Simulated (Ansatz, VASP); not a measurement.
# MgB2: VASP beside Ansatz

Aim: how closely do two programs agree when they are given the same cell, functional and k mesh? Valence electrons are named where the data sets of a main pair hold unlike numbers.

Calculated with Ansatz 0.2.0; plane waves, with VASP 6.6.1 beside it; band structure at PBEsol.

## (1) Starting point

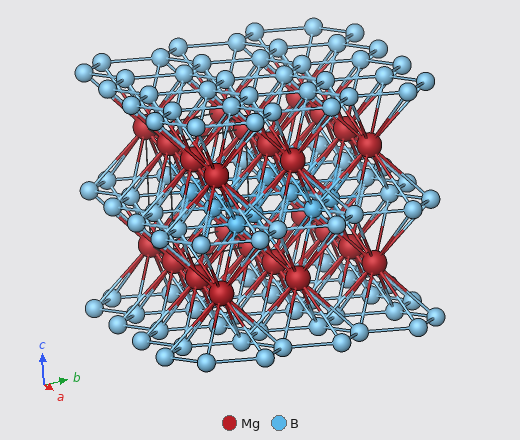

The starting structure, seen slightly off an axis (magnesium red, boron blue). 3×2×1 cells are drawn. Some periodic images of atoms are drawn too.

## (2) VASP: band structure, PBEsol

With cell and atoms fixed, the geometry can't cause a difference; cores, projectors, grids and the points listed under the comparison can.

Lines of VASP's logs that name or quote its potential files are left out, and so is its time.

Contents of INCAR:

```
SYSTEM = MgB2
PREC = Accurate
ENCUT = 420
EDIFF = 1E-06
NELM = 100
ISMEAR = 0
SIGMA = 0.02
LREAL = .FALSE.
ALGO = Normal
GGA = PS
NBANDS = 17
LORBIT = 11
LWAVE = .FALSE.
LCHARG = .FALSE.
KPAR = 4
```

Contents of POSCAR:

```
MgB2
1.0
    3.0850000000      0.0000000000      0.0000000000
   -1.5425000000      2.6716883707      0.0000000000
    0.0000000000      0.0000000000      3.5230000000
Mg B
1 2
Direct
    0.0000000000      0.0000000000      0.0000000000
    0.3333333333      0.6666666667      0.5000000000
    0.6666666667      0.3333333333      0.5000000000
```

Contents of KPOINTS:

```
Automatic mesh
0
Gamma
5 5 4
0 0 0
```

Contents of KPOINTS_OPT:

```
Line mode
16
Line-mode
Reciprocal
  0.00000000   0.00000000   0.00000000 GAMMA
  0.50000000   0.00000000   0.00000000 M

  0.50000000   0.00000000   0.00000000 M
  0.33333333   0.33333333   0.00000000 K

  0.33333333   0.33333333   0.00000000 K
  0.00000000   0.00000000   0.00000000 GAMMA

  0.00000000   0.00000000   0.00000000 GAMMA
  0.00000000   0.00000000   0.50000000 A

  0.00000000   0.00000000   0.50000000 A
  0.50000000   0.00000000   0.50000000 L

  0.50000000   0.00000000   0.50000000 L
  0.33333333   0.33333333   0.50000000 H

  0.33333333   0.33333333   0.50000000 H
  0.00000000   0.00000000   0.50000000 A

  0.50000000   0.00000000   0.50000000 L
  0.50000000   0.00000000   0.00000000 M

  0.33333333   0.33333333   0.00000000 K
  0.33333333   0.33333333   0.50000000 H
```

PAW data sets: Mg and B (PBE family, release 64).

Command:

```sh
$ mpirun -np 4 vasp_std
```

Numbers of over 12 decimals in the logs are rounded to 6 here.

Output:

```text
[banner, memory and clock lines left out]
running    4 mpi-ranks, on    1 nodes
 distrk:  each k-point on    1 cores,    4 groups
 distr:  one band on    1 cores,    1 groups

 POSCAR found type information on POSCAR MgB
 POSCAR found :  2 types and       3 ions
|                                                                             |
|               ----> ADVICE to this user running VASP <----                  |
|                                                                             |
|     You enforced a specific xc type in the INCAR file but a different       |
|     [... a line on the potential file left out ...]
|     I HOPE YOU KNOW WHAT YOU ARE DOING!                                     |
|                                                                             |

 LDA part: xc-table for (Slater+PW92), standard interpolation
 POSCAR, INCAR and KPOINTS ok, starting setup
 FFT: planning ... GRIDC
 FFT: planning ... GRID_SOFT
 FFT: planning ... GRID
 WAVECAR not read
 entering main loop
       N       E                     dE             d eps       ncg     rms          rms(c)
DAV:   1    -0.486621030041E-01   -0.48662E-01   -0.29082E+03   574   0.320E+02
DAV:   2    -0.175016838215E+02   -0.17453E+02   -0.16876E+02   685   0.791E+01
DAV:   3    -0.178263056921E+02   -0.32462E+00   -0.32396E+00   616   0.778E+00
DAV:   4    -0.178269716758E+02   -0.66598E-03   -0.66595E-03   650   0.402E-01
DAV:   5    -0.178269746058E+02   -0.29299E-05   -0.29299E-05   620   0.270E-02    0.515E+00
DAV:   6    -0.164456259827E+02    0.13813E+01   -0.10962E+00   563   0.381E+00    0.249E+00
DAV:   7    -0.162324597178E+02    0.21317E+00   -0.69188E-01   576   0.300E+00    0.764E-01
DAV:   8    -0.162312019401E+02    0.12578E-02   -0.11768E-01   553   0.130E+00    0.482E-01
DAV:   9    -0.162201610298E+02    0.11041E-01   -0.21977E-02   525   0.517E-01    0.617E-02
DAV:  10    -0.162202629790E+02   -0.10195E-03   -0.10224E-03   628   0.142E-01    0.414E-02
DAV:  11    -0.162201944375E+02    0.68542E-04   -0.20049E-04   560   0.519E-02    0.539E-03
DAV:  12    -0.162201941442E+02    0.29331E-06   -0.53322E-06   572   0.106E-02
   1 F= -.16220194E+02 E0= -.16219770E+02  d E =-.848022E-03
 Start KPOINTS_OPT (optional k-point list driver)
k-point batch [1-15\144]
       N       E                     dE             ncg
DAV:   1     0.387060427796E+03   -0.19413E+04      542
DAV:   2     0.120639311530E+03   -0.26642E+03      615
DAV:   3     0.113009398304E+03   -0.76299E+01      631
DAV:   4     0.112989897663E+03   -0.19501E-01      647
DAV:   5     0.112989827006E+03   -0.70657E-04      643
DAV:   6     0.112989826591E+03   -0.41496E-06      558
[...]
k-point batch [136-144\144]
       N       E                     dE             ncg
DAV:   1     0.196295837199E+04   -0.28857E+04      322
DAV:   2     0.181660926358E+04   -0.14635E+03      427
DAV:   3     0.181398424049E+04   -0.26250E+01      336
DAV:   4     0.181397836882E+04   -0.58717E-02      375
DAV:   5     0.181397834286E+04   -0.25954E-04      333
DAV:   6     0.181397834266E+04   -0.20769E-06      327
```

OUTCAR, selected parts (step 2):

```text
ion  position               nearest neighbor table
   1  0.000  0.000  0.000-   2 2.51   3 2.51   2 2.51   3 2.51   3 2.51   3 2.51   2 2.51   2 2.51
                             3 2.51   3 2.51   2 2.51   2 2.51
   2  0.333  0.667  0.500-   3 1.78   3 1.78   3 1.78   1 2.51   1 2.51   1 2.51   1 2.51   1 2.51
                             1 2.51
   3  0.667  0.333  0.500-   2 1.78   2 1.78   2 1.78   1 2.51   1 2.51   1 2.51   1 2.51   1 2.51
                             1 2.51

  LATTYP: Found a hexagonal cell.
 ALAT       =     3.0850000000
 C/A-ratio  =     1.1419773096

 Subroutine GETGRP returns: Found 24 space group operations
 (whereof 24 operations were pure point group operations)

The static configuration has the point symmetry D_6h.

 Found     15 irreducible k-points:

   k-points           NKPTS =     15   k-points in BZ     NKDIM =     15   number of bands    NBANDS=     17

   dimension x,y,z NGX =    24 NGY =   24 NGZ =   24
   dimension x,y,z NGXF=    48 NGYF=   48 NGZF=   48

   ENCUT  =  420.0 eV  30.87 Ry    5.56 a.u.   5.16  5.16  5.89*2*pi/ulx,y,z

   NELECT =       8.0000    total number of electrons

 k-points in reciprocal lattice and weights: Automatic mesh
   0.00000000  0.00000000  0.00000000       0.010
   0.20000000  0.00000000  0.00000000       0.060
   0.40000000  0.00000000  0.00000000       0.060
   0.20000000  0.20000000  0.00000000       0.060
   0.40000000  0.20000000  0.00000000       0.060
   0.00000000  0.00000000  0.25000000       0.020
   0.20000000  0.00000000  0.25000000       0.120
   0.40000000  0.00000000  0.25000000       0.120
   0.20000000  0.20000000  0.25000000       0.120
[...]
0.20000000  0.20000000  0.50000000       0.060
   0.40000000  0.20000000  0.50000000       0.060

 average (electrostatic) potential at core
       1 -35.4225       2 -26.2826       3 -26.2826

 E-fermi :   5.4691

 k-point     1 :       0.0000    0.0000    0.0000
  band No.  band energies     occupation
      1      -7.2014      2.00000
      2       2.2592      2.00000
      3       5.5827      0.00000
      4       5.5827      0.00000
      5       6.8293      0.00000
      6      11.4819      0.00000
      7      11.4819      0.00000
    ...

 k-point     2 :       0.2000    0.0000    0.0000
  band No.  band energies     occupation
      1      -6.5100      2.00000
      2       2.8671      2.00000
      3       2.9311      2.00000
      4       4.3969      2.00000
      5       7.4566      0.00000
      6      10.8026      0.00000
      7      12.9727      0.00000
      8      14.0445      0.00000
      9      14.4088      0.00000
    ...

 k-point     3 :       0.4000    0.0000    0.0000
  band No.  band energies     occupation
      1      -4.4906      2.00000
      2      -1.1689      2.00000
      3       3.2016      2.00000
      4       4.7546      2.00000
      5       8.8465      0.00000
      6       9.2112      0.00000
      7      10.1816      0.00000
      8      13.0456      0.00000
      9      17.9080      0.00000
    ...

  Total       -0.6048401     -0.6048401     -0.6049533      0.0000000      0.0000000      0.0000000
  in kB      -33.3731777    -33.3731777    -33.3794201      0.0000000      0.0000000      0.0000000
  external PRESSURE =     -33.3752585 kB  Pullay stress =       0.0000000 kB

  energy-cutoff  :      420.00
  volume of cell :       29.04
      direct lattice vectors                 reciprocal lattice vectors
     3.085000000  0.000000000  0.000000000     0.324149109  0.187147575  0.000000000
    -1.542500000  2.671688371  0.000000000     0.000000000  0.374295150  0.000000000
     0.000000000  0.000000000  3.523000000     0.000000000  0.000000000  0.283848992

 POSITION                                       TOTAL-FORCE (eV/Angst)
 -----------------------------------------------------------------------------------
      0.00000      0.00000      0.00000        -0.000000      0.000000      0.000000
     -0.00000      1.78113      1.76150         0.000000      0.000000      0.000000
      1.54250      0.89056      1.76150        -0.000000     -0.000000     -0.000000
 -----------------------------------------------------------------------------------
    total drift:                                0.000000     -0.000000      0.000000

  FREE ENERGIE OF THE ION-ELECTRON SYSTEM (eV)
  ---------------------------------------------------
  free  energy   TOTEN  =       -16.2201941442 eV

  energy  without entropy=      -16.2193461219  energy(sigma->0) =      -16.21977013

 total charge
# of ion       s       p       d       tot
------------------------------------------
    1        0.159   0.178   0.056   0.394
    2        0.681   1.226   0.000   1.907
    3        0.681   1.226   0.000   1.907
--------------------------------------------------
tot          1.521   2.630   0.056   4.208

[... 3 further parts left out ...]
```

The k-mesh is coarse for a metal. The PAW data sets were made with PBE, which is usual practice but a small mismatch for other functionals. At this level the cell is under a tension of 3.3 GPa, so at these settings it is away from equilibrium.

## (3) Ansatz: band structure, PBEsol

Ansatz runs on its default PAW (the set named soft_2) files.

The same cell, functional, mesh and smearing now go to Ansatz, which takes its cutoff from its data sets.

Contents of input.yaml:

```yaml
crystal:
  lattice:
    - [3.085, 0.0, 0.0]
    - [-1.5425, 2.6716883707, 0.0]
    - [0.0, 0.0, 3.523]
  atoms:
    - { symbol: Mg, position: [0.0, 0.0, 0.0] }
    - { symbol: B, position: [0.3333333333, 0.6666666667, 0.5] }
    - { symbol: B, position: [0.6666666667, 0.3333333333, 0.5] }
hamiltonian:
  xc: pbesol
  pseudopotentials: { kind: paw }
kpoints:
  mp_grid: { grid: [5, 5, 4] }
  band_path:
    path:
      - [0.0, 0.0, 0.0]
      - [0.13333, 0.0, 0.0]
      - [0.3, 0.0, 0.0]
      - [0.46667, 0.0, 0.0]
      - [0.46667, 0.06667, 0.0]
      - [0.41111, 0.17778, 0.0]
      - [0.35556, 0.28889, 0.0]
      - [0.28889, 0.28889, 0.0]
      - [0.17778, 0.17778, 0.0]
      - [0.06667, 0.06667, 0.0]
      - [0.0, 0.0, 0.03333]
      - [0.0, 0.0, 0.2]
      - [0.0, 0.0, 0.36667]
      - [0.0, 0.0, 0.5]
      - [0.16667, 0.0, 0.5]
      - [0.3, 0.0, 0.5]
      - [0.46667, 0.0, 0.5]
      - [0.46667, 0.06667, 0.5]
      - [0.41111, 0.17778, 0.5]
      - [0.35556, 0.28889, 0.5]
      - [0.28889, 0.28889, 0.5]
      - [0.17778, 0.17778, 0.5]
      - [0.06667, 0.06667, 0.5]
      - [0.5, 0.0, 0.46667]
      - [0.5, 0.0, 0.3]
      - [0.5, 0.0, 0.13333]
      - [0.33333, 0.33333, 0.0]
      - [0.33333, 0.33333, 0.16667]
      - [0.33333, 0.33333, 0.33333]
      - [0.33333, 0.33333, 0.5]
    npoints: 1
scf:
  occupations: { method: gaussian, width: 0.02 }
  n_extra_bands: 7
output:
  forces: true
  stress: true
  eigenvalues: true
```

Command:

```sh
$ ansatz run input.yaml --threads 2 --pin off --max-ram 4608MiB --backend cpu --events-out ev --progress --plain --runs-dir out
```

Output:

```text
scf.n_extra_bands = 7 over 8 filled bands (N_el = 16.0): the run solves 15 bands
Engine: ansatz 0.2.0, aarch64-unknown-linux-gnu
Pseudopotentials: kind: paw
Pseudopotential: Mg, paw, valence charge 10, recommended cutoff 420 eV (normal), Mg.paw.azcp
Pseudopotential: B, paw, valence charge 3, recommended cutoff 420 eV (normal), B.paw.azcp
Functional definition: PBEsol
  exchange = pbesol_x
  correlation = pbesol_c
Crystal: 3 atoms, lattice volume = 29.037 Å³
Basis set: ecut = 420 eV, 563 PW (Γ), exchange–correlation on 48×48×48 points (8 copies of the dense FFT grid, shifted against one another)
Bands: 15, of which v1, the nominal top of the filled ones, is band 8 counted from 1 (7 counted from 0)
Symmetry: 24 space group operations
Space group: P6/mmm (ITA 191), of the structure as read, at distance tolerance 3.1e-5 Å
k-points: 15 of 100
Non-local potential: Mg, projectors of the file, l = 0: 3, l = 1: 2, l = 2: 1
Non-local potential: B, projectors of the file, l = 0: 2, l = 1: 2, l = 2: 1
PAW form: soft (Blöchl's): semilocal exchange-correlation on the pseudo side does not see the compensation charge
PAW frozen core: Mg, regenerated for the run's functional, and the local potential with it (the file was generated under x = pbe(κ = 0.804, μ = 0.219515), c = pbe(β = 0.066725))
PAW frozen core: B, regenerated for the run's functional, and the local potential with it (the file was generated under x = pbe(κ = 0.804, μ = 0.219515), c = pbe(β = 0.066725))
PAW one-centre angular grid: Mg, 110 points (default); XC on 64 Gauss nodes
PAW one-centre angular grid: B, 110 points (default); XC on 64 Gauss nodes
Initial density: superposition of atomic densities (neutral atoms: chi_scale 0, normalization atom), corrected by the library's trained network
Initial wavefunctions: pseudopotential atomic-orbital guess
Functional: x = pbesol(κ = 0.804, μ = 0.123457), c = pbesol(β = 0.046)
SCF iter   1: F=—  HF=-2217.791514 eV  |F-HF|=—  |Δ(HF+E_count)|=         —  Δρ=3.78e-3  dr2=5.32e-3  ethr=1.77e-3  ⟨swp⟩=5.8  Hψ=1140  notcnv=0  defer=1
preconditioner: auto → none  [insulator: Δε(μ)=0.405 eV  Ē_g=13.773 eV  σ=0.020 eV  W_gap=0.83  n_scr=8 (ndim 8)  ℏωp=19.5 eV  f_vac=0.000  D(μ)=4.24/eV (n_scr^D=70)  ε∞_Penn≈3.0]
SCF iter   2: F=—  HF=-2217.789971 eV  |F-HF|=—  |Δ(HF+E_count)|=   1.54e-3  Δρ=1.08e-3  dr2=2.24e-4  ethr=3.32e-5  ⟨swp⟩=2.1  Hψ=448  notcnv=0  defer=31
SCF iter   3: F=—  HF=-2217.789886 eV  |F-HF|=—  |Δ(HF+E_count)|=   8.50e-5  Δρ=2.28e-4  dr2=8.68e-6  ethr=1.40e-6  ⟨swp⟩=2.4  Hψ=306  notcnv=0  defer=31
SCF iter   4: F=—  HF=-2217.789909 eV  |F-HF|=—  |Δ(HF+E_count)|=   2.30e-5  Δρ=6.66e-5  dr2=4.53e-7  ethr=5.42e-8  ⟨swp⟩=1.9  Hψ=242  notcnv=0  defer=31
iter 5 did not close the SCF: its close was put off for the readings that it lacked (scf_convergence_deferred on its scf_iter line)
SCF iter   5: F=-2217.789910 eV  HF=-2217.789910 eV  |F-HF|=2.91e-9  |Δ(HF+E_count)|=   4.46e-7  Δρ=5.53e-6  dr2=4.17e-9  ethr=2.83e-9  ⟨swp⟩=2.3  Hψ=302  notcnv=0  defer=31
SCF iter   6: F=-2217.789910 eV  HF=-2217.789910 eV  |F-HF|=3.87e-11  |Δ(HF+E_count)|=   3.57e-9  Δρ=6.44e-7  dr2=7.07e-11  ethr=2.61e-11  ⟨swp⟩=4.9  Hψ=867  notcnv=0
SCF 1 converged in 6 iterations: F = -2217.789910 eV  dr2 = 7.07e-11
  greatest PAW one-centre occupation: 1.000 electrons in one spin orbital (limit 2), on the Mg atom at site 0 (counted from 0), in its partial waves of l = 0
NSCF: frozen V_eff on 30 k-points
SCF converged after 6 iterations
Free energy (F): -2217.789910 eV
Harris-Foulkes:  -2217.789910 eV  (|F-HF|=3.87e-11)
Internal energy: -2217.789062 eV  (E = F + TS)
E sigma→0 (E₀):  -2217.789486 eV
Entropy (-TS):   -0.000848 eV (-0.283 meV/atom)
Fermi energy:    9.438242 eV
--- Per-component energies (eV) ---
  E_band       = -292.387172
  E_kinetic    = 173.457390
  E_local      = -1521.203969  (includes V_loc(G=0)·N_el)
  E_nonlocal   = 118.597995
  E_hartree    = 541.070049
  E_xc         = -93.467974
  E_vxc        = -114.516466  (∫ρ·V_xc dr)
  E_paw        = -431.469786  (= ΣΔE_a)
  E_vpaw       = -30.862026  (= ΣTr[D̂ρ^β])
  E_aug_tail   = -0.000014  (compensation charges beyond the density's cutoff)
  E_ewald      = -1004.861037
  E_core_change = 0.088284  (= ΣΔE_core)
  E_smearing   = -0.000848  (= −TS)
  E_closure    = -0.000000  (closes the sum)
  Σ components = -2217.789910   (vs F -2217.789910, Δ=0.00e0)
--- Forces (eV/Å), atoms counted from 1 ---
  atom   1  Mg    -0.00000000     0.00000000     0.00000000
  atom   2  B      0.00000000    -0.00000000     0.00000000
  atom   3  B      0.00000000     0.00000000     0.00000000
  max |Σ_I F_I| component: 1.85e-17 eV/Å
--- Stress (GPa, compression-positive) ---
       -3.550463       0.000000       0.000000
        0.000000      -3.550463       0.000000
        0.000000       0.000000      -3.086475
  P = ⅓ Tr σ = -3.3958 GPa (-33.958 kbar)
--- Band table (eV; the first three rows and the last of 15) ---
  k-point 0: bands = [... 4 lower, -3.2370, 6.2355, 9.5360, 9.5360, 10.7894, 15.4354, 15.4354, 17.2630, ... 3 higher]
  k-point 1: bands = [... 4 lower, -2.7231, 3.6455, 9.7159, 9.7159, 14.6293, 15.5957, 15.5957, 17.1811, ... 3 higher]
  k-point 2: bands = [... 4 lower, -1.9407, 1.7309, 9.9117, 9.9117, 15.7741, 15.7741, 17.0990, 19.0489, ... 3 higher]
  k-point 14: bands = [... 4 lower, 2.0693, 2.6599, 5.3434, 6.1631, 7.8533, 13.6893, 17.6471, 22.4399, ... 3 higher]
```

It took 0.7 s on 2 threads of Arm Neoverse V1, shared host; peak memory 0.25 GiB; 1.2 s of CPU time.

## (4) Comparison

Known differences besides the potentials themselves: the data sets hold 16 valence electrons in Ansatz (on its default PAW (the set named soft_2) files) and 8 in VASP; Ansatz makes its cores anew for this functional, VASP keeps those of its PBE data sets; VASP leaves aspherical gradient terms in its spheres out (LASPH is not set), Ansatz keeps them. Total energies have different zeros and are not compared.

Both answers:

```csv
quantity,Ansatz,VASP,difference
pressure (GPa),-3.40,-3.34,-0.06
pressure without Ansatz's Pulay correction (GPa),-3.56,-3.34,-0.22
```

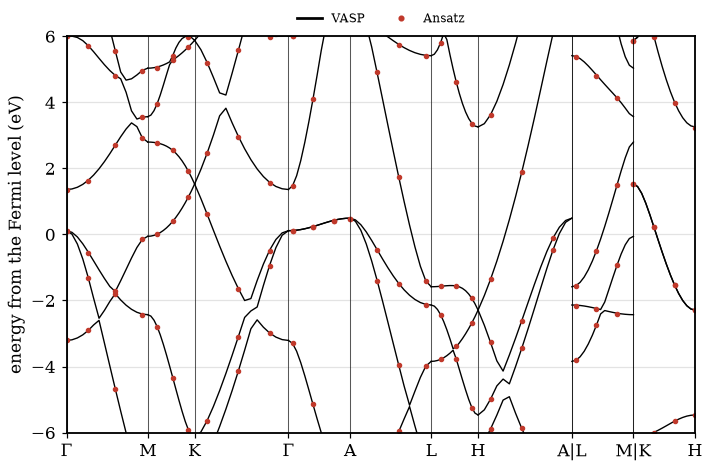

Bands from VASP (lines) and levels from Ansatz (dots). Dots without a line are higher empty bands that the VASP plot leaves out.

Levels from 3 eV below to 2 eV above the Fermi level differ by 11 meV r.m.s. and 19 meV at most; each VASP level is matched to the nearest of Ansatz, which flatters the figure a little. Ansatz's pressure holds a Pulay correction of 0.16 GPa; VASP's holds none.

## (5) Further runs

Further runs change the set-up of one program: Ansatz's method, potentials or start, or VASP's data sets, cutoff or form of LDA. The table gives that difference for each run.

```csv
run,pressure (GPa)
as above,-0.058
Ansatz's all-electron LAPW method,-0.11
```

## (6) Results

* r.m.s. difference of levels near the Fermi level (band structure, PBEsol): 11 meV

What this shows: The r.m.s. difference of levels near the Fermi level is 11 meV (band structure, PBEsol), within the 80 meV picked in this series as the mark of a large difference. The data sets hold unlike numbers of valence electrons (16 in Ansatz and 8 in VASP), so part of the differences comes from the potentials. Band structure, PBEsol, Ansatz's all-electron LAPW method: the difference in pressure goes from -0.058 to -0.11 GPa. Such differences can come from data sets, numerical settings and the points named under the comparisons, not from the functional's error against experiment.

[Lines on the potential files, build, host, timing and source positions are cut from VASP's logs without a mark.]

[Logs are printed without paths, hosts, clocks, repeated set-up lines and the standing remarks that a program may print on its own settings, such as how far it seeks lower states.]

[Hosts, paths, dates, database ids (printed as entryN), source tags and the programs' standing remarks are cut or masked in the printed files.]
